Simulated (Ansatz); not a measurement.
**FGeH$_{3}$O$_{2}$: density, localisation and related maps**

```xyz
7

Ge    0.0581   -0.0475    0.4694
H    -0.1102   -0.0287    1.9803
O     1.7037    0.1303   -0.1247
H     2.0898   -0.7154   -0.3801
O    -0.9312    1.2166   -0.2234
H    -0.7339    1.3779   -1.1535
F    -0.4484   -1.5982   -0.1337
```

Theory: Ansatz, RKS PBE0-D4/def2-SVP.

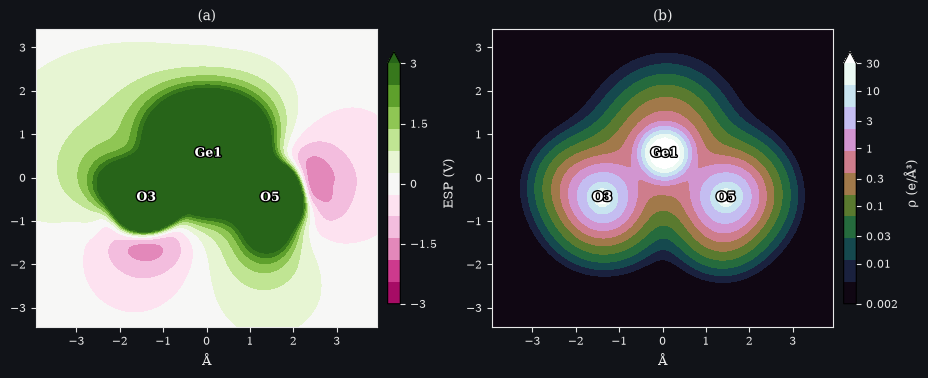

Figure 1. (a) electrostatic potential; (b) total electron density on the plane of atoms O3, Ge1 and O5.

### Interpret the plot.

- Atoms in the plane: Ge and O.
- Ge–O (1.75 Å): ρ at the midpoint is about 1 e/Å³.
- Outside the dense part of the molecule the potential is most negative (−1.7 V) near O5.

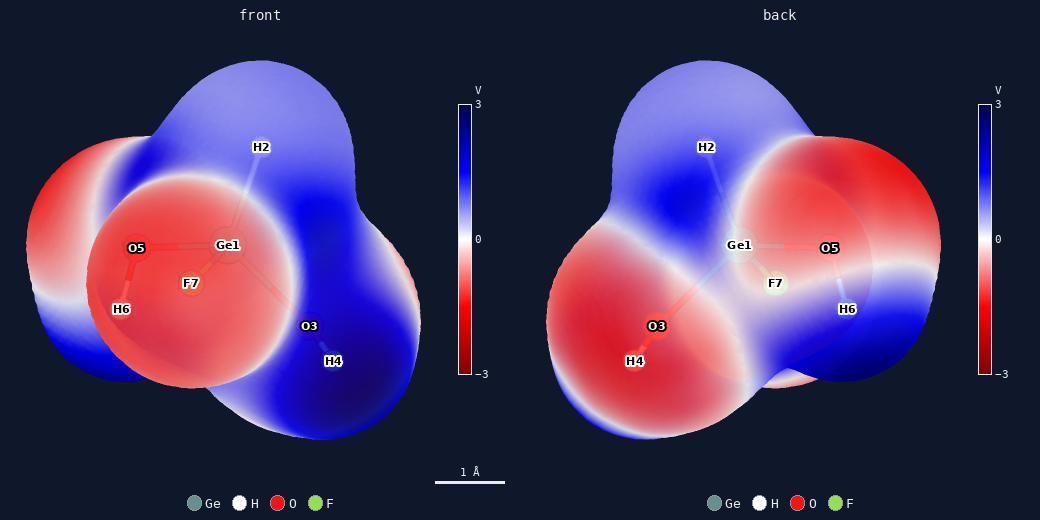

Figure 2. The electrostatic potential painted on the density surface at 0.002 e/bohr³, seen from the front and from behind; the colour scale runs from red (negative) to blue (positive).

### Describe the electrostatic potential map.

The most negative region (about −1.4 V, or −32 kcal/mol for a unit charge) lies over O3 and O5, the most positive (about +2.6 V, or +60 kcal/mol for a unit charge) over H4 and H6.

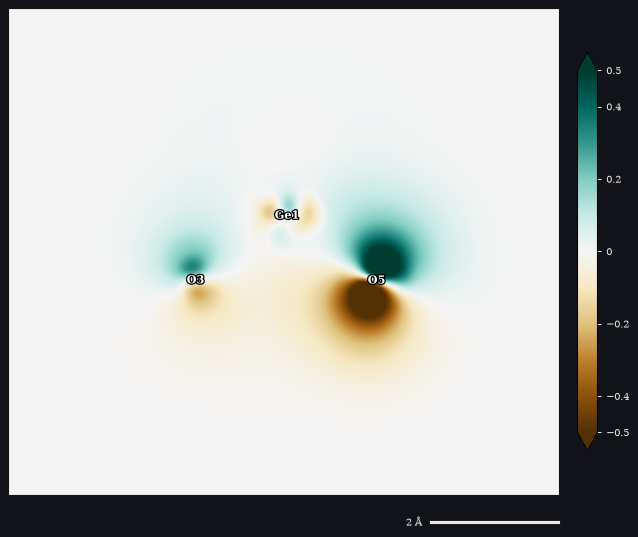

Figure 3. The HOMO−1 on the plane of atoms O3, Ge1 and O5 (values in Å⁻³ᐟ²; the overall sign is arbitrary).

### Where does this orbital lie, and at what energy?

Its weight (Hirshfeld) is mainly on O5 (about 75 %) and O3 (about 5 %); largely a lone pair of O5. Its energy is −9.47 eV.
